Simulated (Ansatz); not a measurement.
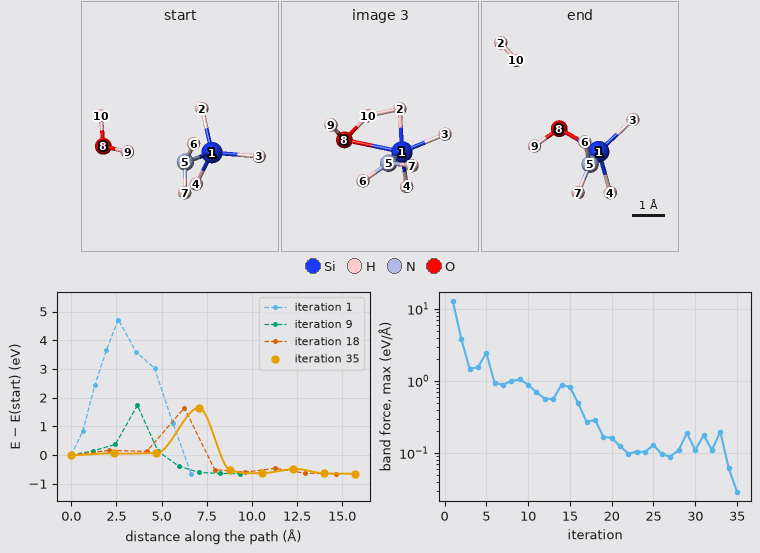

NEB run on SiNH$_{7}$O. Images are numbered from 0 (start) to 8 (end). The plot follows the band through its iterations. Style: ball-and-stick. Shown from a free direction.

Computed with RKS PBE0/6-31G* in Ansatz. Settings: 7 movable images; climbing image; force threshold 0.03 eV/Å; iteration limit 60; starting path through a guess of the saddle point.

### Did the band converge, and can the barrier be trusted?

The run is converged, with reservations. The band converged in 35 iterations. The largest component of the band force went from 13 to 0.029 eV/Å. The climbing image converged on the top of the path. Its vibrational analysis gives one imaginary mode (1460i cm⁻¹), as a transition state must have. The first iteration put the highest image at 4.72 eV. The energy climbs by 1.65 eV to image 3 and then falls by 2.29 eV, so the end point sits at −0.64 eV. The profile has 2 maxima (images 3, 6) with a dip at image 5 (−0.63 eV), so the process runs in steps.

The run took 6.7 min on 1 thread of Intel(R) Xeon(R) 6975P-C (Granite Rapids), with other jobs on the host, peak memory 0.14 GiB.
